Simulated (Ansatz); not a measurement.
Hf2S: pressure series

Consider Hf₂S (space group P6_3/mmc, No. 194; a = 3.345 Å, c = 11.671 Å; a cell from a computed database, its experimental status unchecked).

Cell and atoms are relaxed at each pressure.

The values are results of Ansatz (an electronic-structure program) PBEsol, no spin-orbit coupling, not measurements.

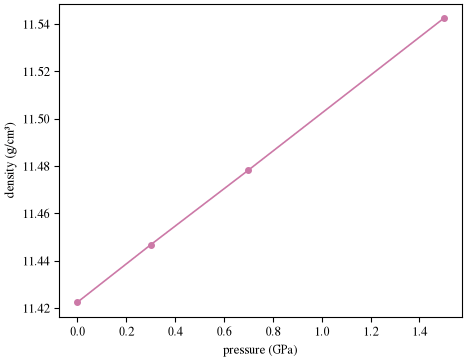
Figure. Density against pressure

```json
[
 {"pressure (GPa)": "0.3", "density": "11.45 g/cm³"},
 {"pressure (GPa)": "0.7", "density": "11.48 g/cm³"},
 {"pressure (GPa)": "1.5", "density": "11.54 g/cm³"}
]
```

Load acts through the strain it causes; cell and atoms are relaxed under it. Whether these cells are dynamically stable was not tested. All final runs are without spin polarisation.
